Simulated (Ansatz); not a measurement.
**FGeH₂N: density, localisation and related maps**

```xyz
5

N    -0.4777    0.3476   -0.2047
Ge    0.4341   -0.3052    1.2172
F     1.5983   -1.2039    0.2355
H    -1.2801    0.9526   -0.1306
H    -0.2245    0.1353   -1.1587
```

Geometry: PBE0-D4/def2-TZVP.

Computed with Ansatz 0.2.0, RKS PBE0-D4/def2-TZVPP.

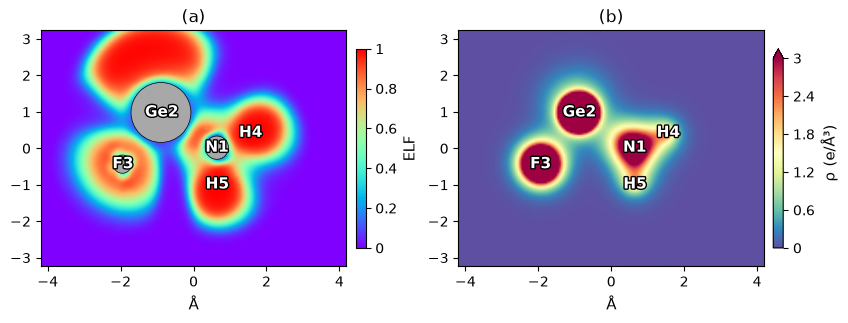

Figure 1. (a) electron localisation function; (b) electron density on the molecular plane. Grey discs cover the atomic cores in the ELF map.

Read the bonding off the picture.

- The section cuts through N, Ge, F and H sites.
- Ge–F (1.77 Å): ρ is about 0.9 e/Å³ halfway; the ELF peaks at about 0.80 in the valence shell of F, 0.5 Å from its nucleus, and is about 0.25 at the midpoint.
- Ge–N (1.81 Å): ρ is about 0.99 e/Å³ halfway; the ELF peaks at about 0.90 in the valence shell of N, 0.6 Å from its nucleus, and is about 0.45 at the midpoint.
- N–H (1.01 Å): ρ at the midpoint is about 2.9 e/Å³; the ELF climbs to about 1 towards the hydrogen, as it does in any bond to H: a covalent bond by its length.
- The ELF also peaks beside F3, away from the bonds: lone-pair regions.

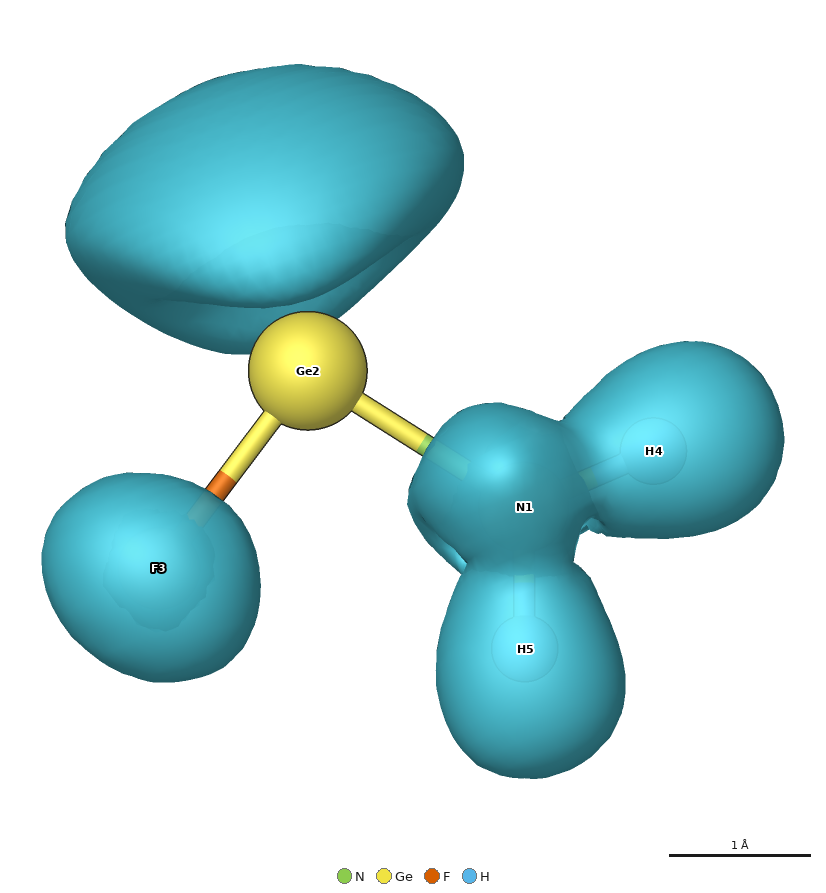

Figure 2. Isosurface of the electron localisation function at 0.75 (cyan), seen across its widest extent. Core shells and regions of very low density are left out.

Describe the localisation domains.

At this value the surface marks out one lobe on Ge, pointing away from the bonds (lone pairs), one region wrapped around F (its valence shell) and one joined region spread over several atoms (H, N), in which their bonds and any lone pairs are merged.

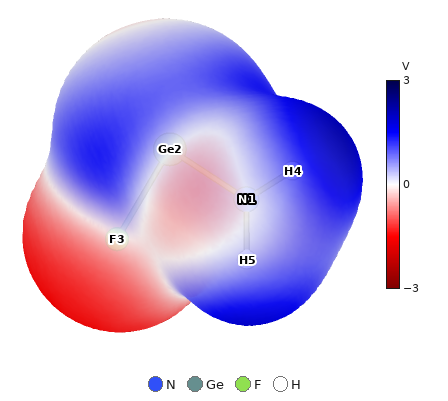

Figure 3. The electrostatic potential painted on the density surface at 0.002 e/bohr³, seen at a tilt; red is negative and blue positive.

Which sites attract a positive test charge, and which a negative one?

A positive charge is drawn to the negative regions and a negative charge to the positive ones. The most negative region (about −1.5 V) lies over F3, the most positive (about +2.1 V) over H4.
